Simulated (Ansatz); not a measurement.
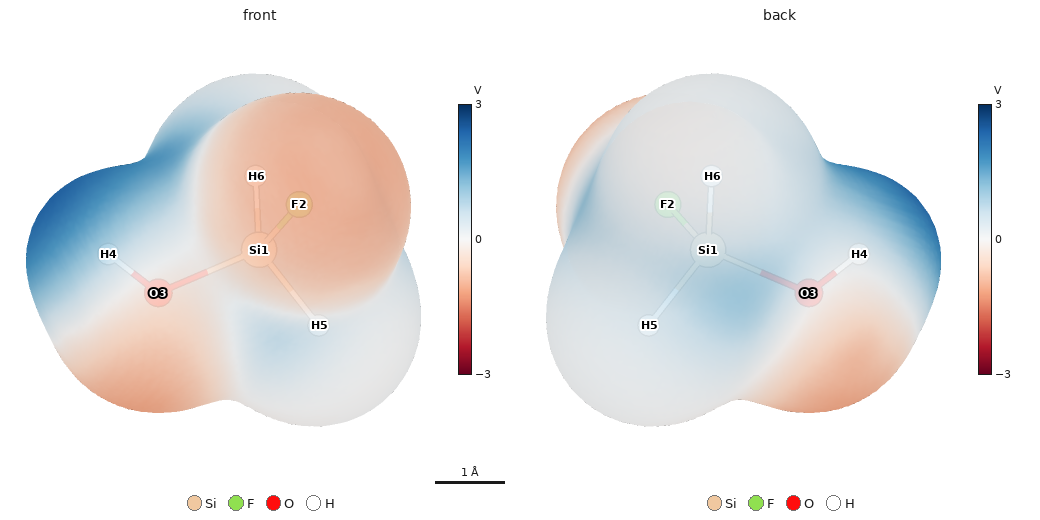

Figure 1: FH3OSi. The molecular electrostatic potential painted on the density surface at 0.001 e/bohr³, seen from the front and from behind; red is negative and blue positive.

Computed with RKS BHLYP-D4/def2-SVP (Ansatz 0.2.0).

```tsv
atom	x (Å)	y (Å)	z (Å)
Si	-0.0220	-0.0267	-0.0476
F	0.0332	-0.0545	1.5629
O	1.4936	-0.0637	-0.6615
H	2.0387	-0.8380	-0.5527
H	-0.6269	1.2405	-0.4715
H	-0.8072	-1.2097	-0.4475
```

### Where is the surface potential most negative and most positive?

The most negative region (about −1.1 V) lies over F2 and O3, the most positive (about +2.3 V) over H4.
